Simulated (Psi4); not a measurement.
# AlF3 (SMILES [F][Al]([F])[F]): CAM-B3LYP/6-311+G(d,p)

What is the energy change on altering one bond length of AlF3 at CAM-B3LYP/6-311+G**? 

The calculation is run with Psi4 1.11.

1 further run of the same task is left out (set aside as unsound or not needed).

### Step 1. The system as given

AlF3: 4 atoms, total charge 0, spin state singlet. As SMILES, `[F][Al]([F])[F]`. Geometry: a GFN2-xTB relaxation, a rough one for these elements and not checked as a minimum.

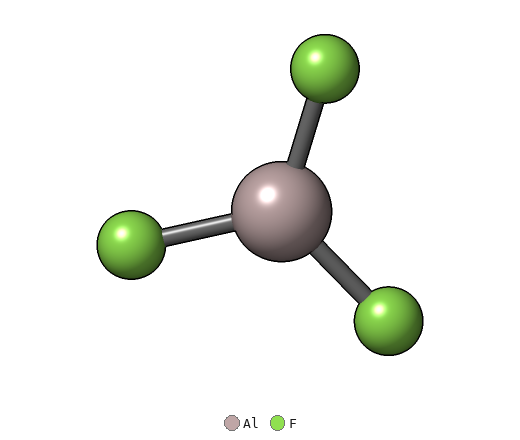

Viewed from a chosen angle; aluminium light grey, fluorine green.

### Step 2. A single-point energy at CAM-B3LYP/6-311+G(d,p)

The input, input.dat:

```
memory 1.6 GB

molecule {
  Al    -0.000200    -0.000290    -0.001260
  F      1.630840    -0.027090     0.013490
  F     -0.791540     1.425990    -0.016640
  F     -0.839100    -1.398610     0.004400
  symmetry c1
}

set puream true
set e_convergence 1e-09
set d_convergence 1e-08
set scf_type pk
set dft_radial_points 99
set dft_spherical_points 590

e, wfn = energy("cam-b3lyp/6-311+G**", return_wfn=True)
oeprop(wfn, "QUADRUPOLE", "MAYER_INDICES", "MULLIKEN_CHARGES", title="CAM-B3LYP")
print_variables()
```

The run is started by

```sh
$ psi4 input.dat output.dat -n 1
```

output.dat:

```text
[...]
  Running in c1 symmetry.
[...]
  Nuclear repulsion =  159.395255335653616
[...]
  Multiplicity = 1
[...]
  Nalpha       = 20
  Nbeta        = 20
[...]
    Number of basis functions: 96
[...]
   @RKS iter   1:  -542.00932249673713   -8.27793e-01   8.89556e-03 ADIIS/DIIS
[...]
   @RKS iter  10:  -542.22407840200685   -2.50111e-12   2.08200e-09 DIIS
[...]
    Orbital Energies [Eh]
    ---------------------
    Doubly Occupied:
       1A    -56.176702     2A    -24.753894     3A    -24.753776
       4A    -24.753751     5A     -4.290855     6A     -2.847408
       7A     -2.842800     8A     -2.842793     9A     -1.276931
      10A     -1.264056    11A     -1.263915    12A     -0.599573
      13A     -0.556647    14A     -0.556578    15A     -0.535979
      16A     -0.522965    17A     -0.522904    18A     -0.514702
      19A     -0.514572    20A     -0.495196
[...]
  @RKS Final Energy:  -542.22407840200685
   => Energetics <=
    Nuclear Repulsion Energy =            159.3952553356536157
    One-Electron Energy =               -1073.4387412656733432
    Two-Electron Energy =                 409.5548331267478943
    DFT Exchange-Correlation Energy =     -37.7354255987349774
    Empirical Dispersion Energy =           0.0000000000000000
    VV10 Nonlocal Energy =                  0.0000000000000000
    Total Energy =                       -542.2240784020068531
[...]
 Multipole Moments:
 ------------------------------------------------------------------------------------
     Multipole            Electronic (a.u.)      Nuclear  (a.u.)        Total (a.u.)
 ------------------------------------------------------------------------------------
 L = 1.  Multiply by 2.5417464519 to convert [e a0] to [Debye]
 Dipole X            :         -0.0010158           -0.0000746           -0.0010904
 Dipole Y            :         -0.0014026           -0.0001082           -0.0015108
 Dipole Z            :         -0.0049623           -0.0004692           -0.0054315
 Magnitude           :                                                    0.0057422
 L = 2.  Multiply by 1.3450342976 to convert [e a0^2] to [Debye ang]
 Quadrupole XX       :       -151.7443503          128.2454082          -23.4989422
 Quadrupole XY       :         -0.0219114            0.0214098           -0.0005015
[...]
  Mulliken Charges: (a.u.)
   Center  Symbol    Alpha    Beta     Spin     Total
       1    AL     6.07542  6.07542  0.00000  0.84915
       2     F     4.64166  4.64166  0.00000 -0.28333
       3     F     4.64160  4.64160  0.00000 -0.28319
       4     F     4.64132  4.64132  0.00000 -0.28263
   Total alpha = 20.00000, Total beta = 20.00000, Total charge =  0.00000
  Mayer Bond Indices:
[...]
```

Wall time 13 s (1 thread of Intel Xeon Platinum 8259CL at 2.50GHz (Skylake/Cascade Lake), shared host); peak memory 0.9 GiB.

### Step 3. The distorted shape at the same level

The input, job.in:

```
memory 1600 mb

molecule molecule1 {
  0 1
  Al
  F 1 R2
  F 1 R3 2 A3
  F 1 R4 3 A4 2 D4

  R2 = 1.631327
  R3 = 1.631174
  A3 = 119.96691
  R4 = 1.875299
  A4 = 120.01677
  D4 = 179.79592
  symmetry c1
  no_reorient
  no_com
}

set basis 6-311+G**
set puream true
set e_convergence 1e-09
set d_convergence 1e-08
set scf_type pk
set dft_radial_points 99
set dft_spherical_points 590

E, wfn = energy("cam-b3lyp", return_wfn=True)
oeprop(wfn, "QUADRUPOLE", "WIBERG_LOWDIN_INDICES", "MULLIKEN_CHARGES", title="CAM-B3LYP")
```

The run is started by

```sh
$ psi4 -n 1 job.in job.out
```

job.out:

```text
[...]
  Running in c1 symmetry.
[...]
  Nuclear repulsion =  152.302709565961663
[...]
  Multiplicity = 1
[...]
  Nalpha       = 20
  Nbeta        = 20
[...]
    Number of basis functions: 96
[...]
   @RKS iter   1:  -541.98239552992220   -9.13587e-01   8.87064e-03 ADIIS/DIIS
[...]
   @RKS iter  11:  -542.20418927152457   -7.61702e-12   4.72965e-09 DIIS
[...]
    Orbital Energies [Eh]
    ---------------------
    Doubly Occupied:
       1A    -56.209186     2A    -24.767163     3A    -24.767139
       4A    -24.731207     5A     -4.317285     6A     -2.874521
       7A     -2.869783     8A     -2.868265     9A     -1.285497
      10A     -1.276582    11A     -1.216983    12A     -0.603582
      13A     -0.564942    14A     -0.547312    15A     -0.541844
      16A     -0.526407    17A     -0.519475    18A     -0.511402
      19A     -0.477439    20A     -0.472679
[...]
  @RKS Final Energy:  -542.20418927152457
   => Energetics <=
    Nuclear Repulsion Energy =            152.3027095659616634
    One-Electron Energy =               -1059.1289256737204596
    Two-Electron Energy =                 402.2967407030998288
    DFT Exchange-Correlation Energy =     -37.6747138668655879
    Empirical Dispersion Energy =           0.0000000000000000
    VV10 Nonlocal Energy =                  0.0000000000000000
    Total Energy =                       -542.2041892715245694
[...]
 Multipole Moments:
 ------------------------------------------------------------------------------------
     Multipole            Electronic (a.u.)      Nuclear  (a.u.)        Total (a.u.)
 ------------------------------------------------------------------------------------
 L = 1.  Multiply by 2.5417464519 to convert [e a0] to [Debye]
 Dipole X            :          0.0059572            0.0005395            0.0064967
 Dipole Y            :          0.3146434            0.0196526            0.3342960
 Dipole Z            :          0.1815467            0.0113384            0.1928851
 Magnitude           :                                                    0.3860061
 L = 2.  Multiply by 1.3450342976 to convert [e a0^2] to [Debye ang]
 Quadrupole XX       :        -16.0204639            0.0008332          -16.0196307
 Quadrupole XY       :         -0.3100490            0.2930265           -0.0170225
[...]
  Mulliken Charges: (a.u.)
   Center  Symbol    Alpha    Beta     Spin     Total
       1    AL     6.01913  6.01913  0.00000  0.96173
       2     F     4.63257  4.63257  0.00000 -0.26513
       3     F     4.63250  4.63250  0.00000 -0.26499
       4     F     4.71580  4.71580  0.00000 -0.43161
   Total alpha = 20.00000, Total beta = 20.00000, Total charge =  0.00000
  Wiberg Bond Indices using Orthogonal Lowdin Orbitals:
[...]
```

Wall time 13 s (1 thread of Intel Xeon Platinum 8259CL at 2.50GHz (Skylake/Cascade Lake), shared host); peak memory 0.9 GiB.

### Step 4. Outcome

Level: CAM-B3LYP/6-311+G**.

| quantity | value |
| --- | --- |
| first shape: total energy | -542.22408 Eh |
| first shape: dipole moment | 0.01 D |
| first shape: HOMO energy | -13.47 eV |
| first shape: LUMO energy | -1.07 eV |
| first shape: HOMO–LUMO gap | 12.40 eV |
| distorted shape: total energy | -542.20419 Eh |
| distorted shape: dipole moment | 0.98 D |
| distorted shape: HOMO energy | -12.86 eV |
| distorted shape: LUMO energy | -1.58 eV |
| distorted shape: HOMO–LUMO gap | 11.28 eV |
| energy change with the Al1–F4 bond stretched from 1.631 to 1.875 Å | 0.541 eV |

**Reading.** With the Al1–F4 bond stretched from 1.631 to 1.875 Å the energy rises by 0.54 eV (52.2 kJ/mol). The first shape isn't relaxed at this level, so the change isn't measured from a minimum. Mulliken charges (first shape) run from -0.28 on F2 to +0.85 on Al1; in a basis this large or diffuse they mean little. Mulliken charges (distorted shape) run from -0.43 on F4 to +0.96 on Al1; in a basis this large or diffuse they mean little.
